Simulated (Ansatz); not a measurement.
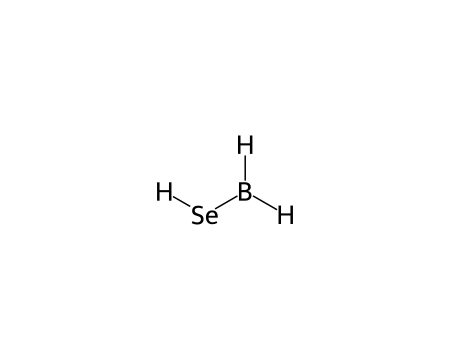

2D structure.

Transcribe the drawing into SMILES.

Answer. B[SeH]

What is the molecular formula?

Answer. BH3Se.

An optimisation with PBE0-D4/def2-TZVP gave a structure of which point group?

Answer. Cs.

More results for the same structure follow; atom numbers are the same in all pictures, views and colours differ. The computed structure is the end point of a PBE0-D4/def2-TZVP optimisation.

### Shape

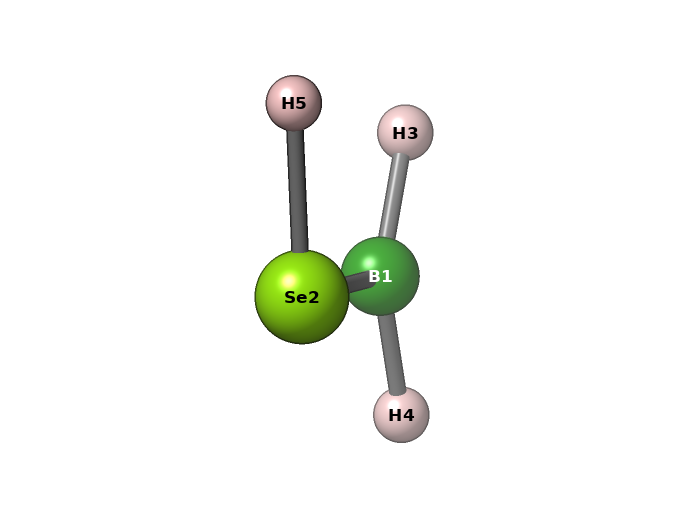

B1 lies behind Se2. The molecule seen a little off the Se2–B1 bond, Se2 in front. Distant atoms are faded towards the background colour.

What is the torsion angle H5–Se2–B1–H3? The sign is positive where the front bond must turn clockwise to cover the back bond.

Answer. 0°, synperiplanar (eclipsed).

### Dipole moment

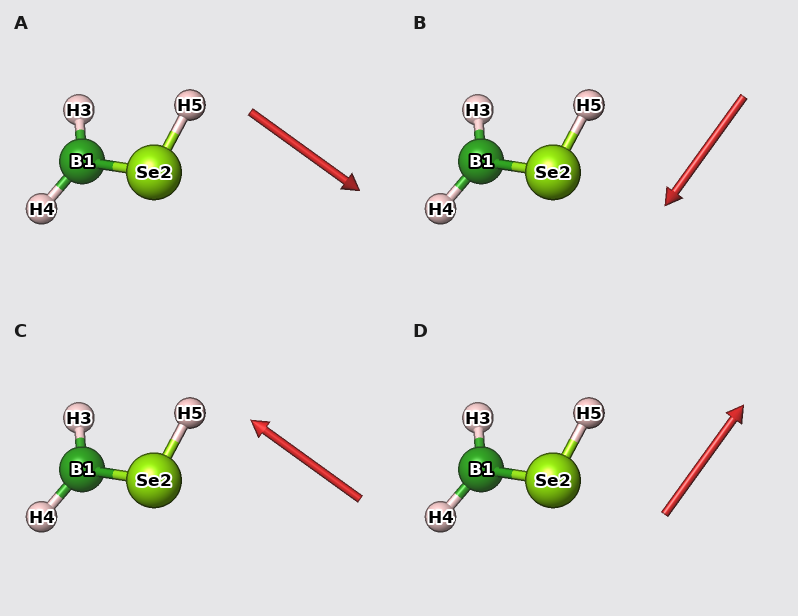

The same molecule four times, each with an arrow. Properties computed with RKS ωB97M-V/def2-TZVPP (Ansatz 0.2.0).

Which arrow points along the dipole moment, from the negative to the positive end?

Answer. D. The dipole moment is 0.65 D; it points from the side of H4 to the side of H5 (the outermost atoms at the two ends).

### Levels of theory compared

Program: Ansatz 0.2.0.

Tabulate HOMO–LUMO gap (eV), HOMO energy (eV), vertical IP (eV) at these levels: B3LYP-D4/def2-TZVPP; PBE-D4/def2-TZVPP; PBE0-D4/def2-TZVPP; r2SCAN-D4/def2-TZVPP; ωB97M-V/def2-TZVPP; ωB97X-V/def2-TZVPP.

```
               level  HOMO–LUMO gap (eV)  HOMO energy (eV)  vertical IP (eV)
 B3LYP-D4/def2-TZVPP                6.03             −7.69             10.39
   PBE-D4/def2-TZVPP                4.49             −6.89             10.38
  PBE0-D4/def2-TZVPP                6.46             −7.93             10.31
r2SCAN-D4/def2-TZVPP                5.04             −7.12             10.36
  ωB97M-V/def2-TZVPP               10.53            −10.06             10.27
  ωB97X-V/def2-TZVPP               10.84            −10.17             10.29
```

### Vibrations

Harmonic vibrations computed with RKS PBE0-D4/def2-TZVP (Ansatz 0.2.0) at a stationary point of the same level.

How many vibrational modes are there, and where do they lie?

Answer. 9 modes: 603, 606, 706, 878, 917, 1175, 2434, 2617, 2730 cm⁻¹.

### Charges

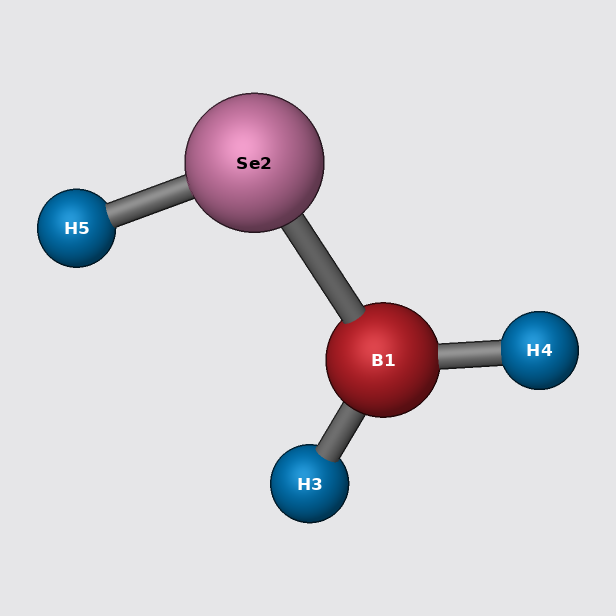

The questions are on Mulliken charges. Level of theory: RKS r2SCAN-D4/def2-TZVPP (Ansatz 0.2.0).

Which atom carries the highest charge (most positive or least negative)?

Answer. H5 (0.05 e).

And the lowest?

Answer. B1 (−0.10 e).

List the Mulliken charges.

```tsv
atom	value (e)
B1	−0.10
Se2	0.01
H3	0.02
H4	0.01
H5	0.05
```

Mulliken values depend strongly on the basis set and can even reverse the polarity of a bond.
